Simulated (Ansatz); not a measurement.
**B3LYP/6-31G(d) (spherical functions) run of CH4BGaO2 (SMILES [OH][Ga]1[BH]O[CH2]1)**

Aim: the energy change on altering one bond length of CH4BGaO2 at B3LYP/6-31G* (spherical functions), from 2 runs. 

The results are computed with Ansatz 0.2.0.

95 further runs of the same task are left out: 95 set aside as unsound or not needed. Runs told in other sessions of the task aren't counted.

## 1. The structure to begin with

The species is CH4BGaO2 (9 atoms), meant as a singlet with charge 0. As SMILES, `[OH][Ga]1[BH]O[CH2]1`. The shape is that of a PBE0-D4/def2-TZVP optimisation. This is one conformer, not always the lowest.

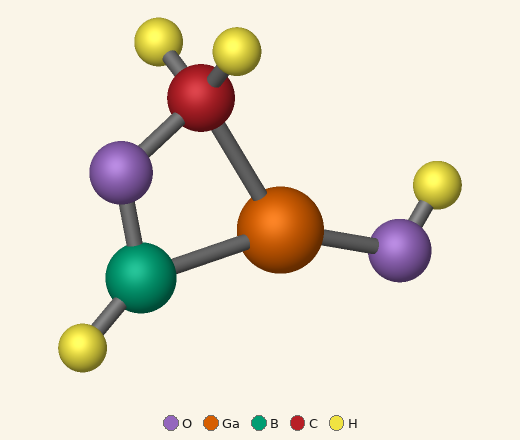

Viewed from a chosen angle; oxygen purple, gallium orange, boron teal, carbon red, hydrogen yellow.

## 2. A single-point energy at B3LYP/6-31G(d) (spherical functions)

run.yaml reads:

```yaml
crystal:
  periodic: [false, false, false]
  atoms:
    - symbol: O
      position_ang: [-0.140900, 2.668400, -0.180000]
    - symbol: Ga
      position_ang: [0.206000, 0.920500, -0.222600]
    - symbol: B
      position_ang: [1.299500, -0.808200, -0.735000]
    - symbol: O
      position_ang: [0.383300, -1.546100, -0.084800]
    - symbol: C
      position_ang: [-0.698300, -0.762500, 0.515200]
    - symbol: H
      position_ang: [-0.939100, 2.905000, 0.298100]
    - symbol: H
      position_ang: [2.237800, -1.312200, -1.273600]
    - symbol: H
      position_ang: [-0.704200, -0.956900, 1.589800]
    - symbol: H
      position_ang: [-1.644100, -1.108100, 0.092800]
basis:
  gaussian:
    orbitals: 6-31G_st_-spherical.json
total_charge: 0
hamiltonian:
  xc: {name: B3LYP}
accuracy: high
output:
  orbitals: {seedname: orbitals}
```

The basis set 6-31G* is read from a file made from the Basis Set Exchange's data (not shown).

The run is started by

```console
ansatz run run.yaml --threads 1 --pin off --max-ram 2610MiB --events-out events.jsonl --progress --plain --runs-dir runs
```

Output:

```text
Warning: RAYON_NUM_THREADS=1 ignored (pool sized by the plan → 1); use --threads N
Functional definition: B3LYP
  name "B3LYP"
  parameter a0 = 0.2
  parameter ax = 0.72
  parameter ac = 0.81
  exchange = (1 - a0 - ax)*slater_x + ax*b88_x + a0*exact_x
  correlation = (1 - ac)*vwn_rpa_c + ac*lyp_c
2182 factors; integrals over basis functions are off by at most 8.8e-9 eV
mean field evaluation 1: about -58234.7161 eV, gradient 7.1e1 eV
mean field evaluation 2: about -58200.2385 eV, gradient 1.5e2 eV
mean field evaluation 4: about -58243.9055 eV, gradient 9.9e0 eV
mean field evaluation 8: about -58244.2935 eV, gradient 1.3e0 eV
mean field evaluation 16: about -58244.2971 eV, gradient 3.2e-4 eV
mean field -58244.29708996 eV, -2140.4384386534 hartree, gradient 2.7e-8 eV, S^2 0.000000; 0 other end points of the search recorded, 0 dependent functions left out
reference -58244.29713308 eV, -2140.4384402381 hartree; 31, 31 occupied and 65, 65 virtual orbitals, 2182 factors
Total energy: -58244.29713308 eV, -2140.4384402381 hartree
```

Wall time 13 s (1 thread of Arm Neoverse V1, shared host); peak memory 0.37 GiB.

## 3. The distorted shape

run.yaml reads:

```yaml
crystal:
  periodic: [false, false, false]
  atoms:
    - {symbol: O, position_ang: [0.332039, 2.841214, 0.031217]}
    - {symbol: Ga, position_ang: [0.678939, 1.093314, -0.011383]}
    - {symbol: B, position_ang: [1.772439, -0.635386, -0.523783]}
    - {symbol: O, position_ang: [0.856239, -1.373286, 0.126417]}
    - {symbol: C, position_ang: [-0.225361, -0.589686, 0.726417]}
    - {symbol: H, position_ang: [-0.466161, 3.077814, 0.509317]}
    - {symbol: H, position_ang: [2.710739, -1.139386, -1.062383]}
    - {symbol: H, position_ang: [-0.231261, -0.784086, 1.801017]}
    - {symbol: H, position_ang: [-1.644100, -1.108100, 0.092800]}
basis:
  gaussian:
    orbitals: 6-31G_st_-spherical.json
hamiltonian:
  xc: {name: B3LYP}
accuracy: high
output: {orbitals: {seedname: orbitals}}
```

The basis set 6-31G* is read from a file made from the Basis Set Exchange's data (not shown).

The run is started by

```console
ansatz run run.yaml --threads 1 --pin off --max-ram 2610MiB --events-out events.jsonl --progress --plain --runs-dir runs
```

Output:

```text
Warning: RAYON_NUM_THREADS=1 ignored (pool sized by the plan → 1); use --threads N
Functional definition: B3LYP
  name "B3LYP"
  parameter a0 = 0.2
  parameter ax = 0.72
  parameter ac = 0.81
  exchange = (1 - a0 - ax)*slater_x + ax*b88_x + a0*exact_x
  correlation = (1 - ac)*vwn_rpa_c + ac*lyp_c
2192 factors; integrals over basis functions are off by at most 5.0e-9 eV
mean field evaluation 1: about -58232.8873 eV, gradient 7.0e1 eV
mean field evaluation 2: about -58196.1422 eV, gradient 1.5e2 eV
mean field evaluation 4: about -58241.7828 eV, gradient 1.3e1 eV
mean field evaluation 8: about -58242.3550 eV, gradient 1.3e0 eV
mean field evaluation 16: about -58242.3585 eV, gradient 4.7e-4 eV
mean field -58242.35847994 eV, -2140.3671960495 hartree, gradient 7.2e-8 eV, S^2 0.000000; 0 other end points of the search recorded, 0 dependent functions left out
reference -58242.35852391 eV, -2140.3671976652 hartree; 31, 31 occupied and 65, 65 virtual orbitals, 2192 factors
Total energy: -58242.35852391 eV, -2140.3671976652 hartree
```

Wall time 13 s (1 thread of Arm Neoverse V1, shared host); peak memory 0.37 GiB.

## 4. Outcome

Level: B3LYP/6-31G* (spherical functions).

| quantity | value |
| --- | --- |
| first shape: total energy | -2140.43844 Eh |
| first shape: HOMO energy | -6.54 eV |
| first shape: LUMO energy | -1.80 eV |
| first shape: HOMO–LUMO gap | 4.74 eV |
| distorted shape: total energy | -2140.36720 Eh |
| distorted shape: HOMO energy | -6.69 eV |
| distorted shape: LUMO energy | -1.94 eV |
| distorted shape: HOMO–LUMO gap | 4.76 eV |
| energy change with the C5–H9 bond stretched from 1.092 to 1.638 Å | 1.939 eV |

In words: With the C5–H9 bond stretched from 1.092 to 1.638 Å the energy rises by 1.94 eV (45 kcal/mol). The first shape isn't relaxed at this level, so the change isn't measured from a minimum.
